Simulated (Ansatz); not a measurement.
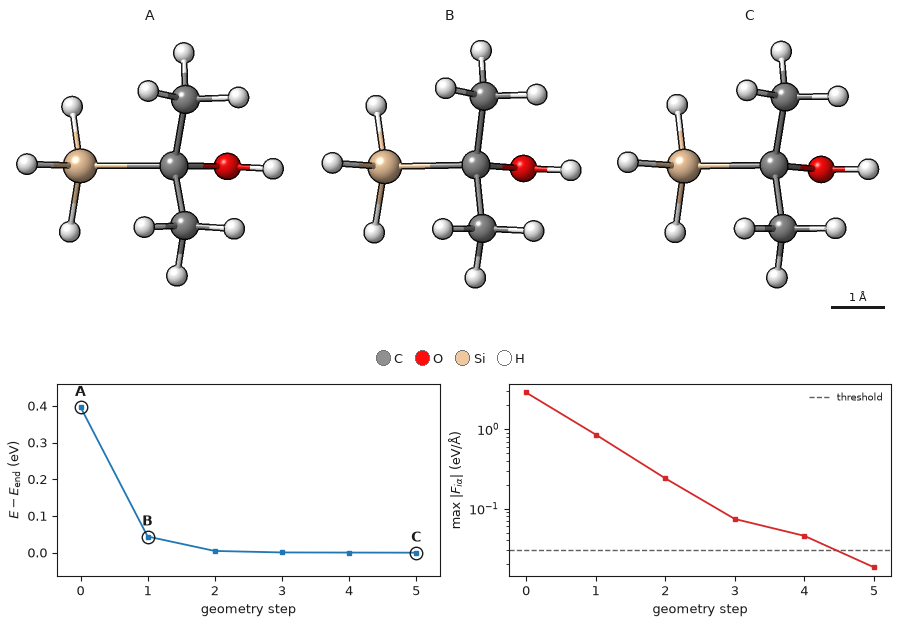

Frames of a relaxation of C3H10OSi (coarse preliminary run), marked on the history of the run. A ball-and-stick model, seen at a tilt.

The start comes from a force field.

All numbers below come from Ansatz 0.2.0, RKS PBE-D4/def2-SVP. Settings: force threshold 0.03 eV/Å; at most 200 steps.

### Describe the path.

The energy falls by 0.397 eV in 5 geometry steps. The largest force component goes from 2.9 to 0.018 eV/Å. The largest move after the best rigid fit is that of an H atom, 0.20 Å. By element the largest moves are H 0.20 Å, O 0.16 Å, C 0.08 Å, Si 0.08 Å. Some distances before and after: H–Si 1.439 → 1.503 Å, C–H 1.059 → 1.114 Å, C–Si 1.976 → 1.928 Å, C–C 1.498 → 1.535 Å. Bond angles that change, for instance: O–C–Si 112.6° → 102.9°, C–C–H 116.4° → 110.0°, C–C–O 104.6° → 110.5°. The run took 7.5 s on 4 threads of Intel Xeon Platinum 8488C (shared host). From step 0 to 1: an H atom moves most (0.17 Å), energy −0.353 eV. From step 1 to 5: an H atom moves most (0.11 Å), energy −0.044 eV.

```csv
step,"E − E(0), eV","largest force component, eV/Å"
0,0.0000,2.8912
1,-0.3528,0.8573
2,-0.3921,0.2417
3,-0.3962,0.0745
4,-0.3965,0.0457
5,-0.3968,0.0184
```
